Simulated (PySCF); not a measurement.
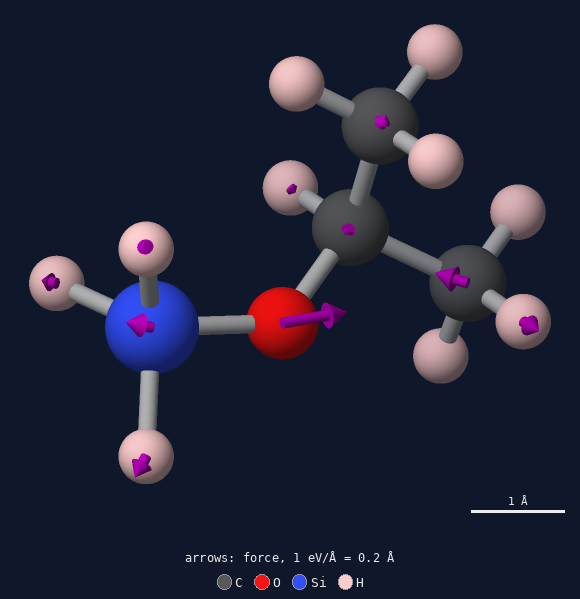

Starting geometry of C3H10OSi with the computed forces as purple arrows. Style: ball-and-stick. Shown at a tilt.

The start comes from GFN2-xTB. Its atoms were then displaced at random by about 0.01 Å.

All numbers below come from PBE0-D3(BJ)/def2-SVP geometry optimisation, gas phase in PySCF 2.14.0, density-fitted response routines. 

Question: What follows when this structure is relaxed?

Answer: It isn't relaxed: the largest force vector, on the O atom, is 4.01 eV/Å. The final displacements have little in common with the starting forces (cosine between the two patterns 0.20). Over 8 geometry steps the energy falls by 31.7 kJ/mol. An H atom moves most after the best rigid fit: 0.26 Å. By element the largest moves are H 0.26 Å, O 0.21 Å, C 0.07 Å, Si 0.03 Å. Near-neighbour distances that change, for instance: O–Si 1.578 → 1.662 Å, H–Si 1.431 → 1.488 Å, H–Si 1.452 → 1.499 Å, C–H 1.063 → 1.101 Å. Bond angles that change, for instance: C–O–Si 133.3° → 125.7°, O–Si–H 99.3° → 106.8°, H–Si–H 114.7° → 110.3°.
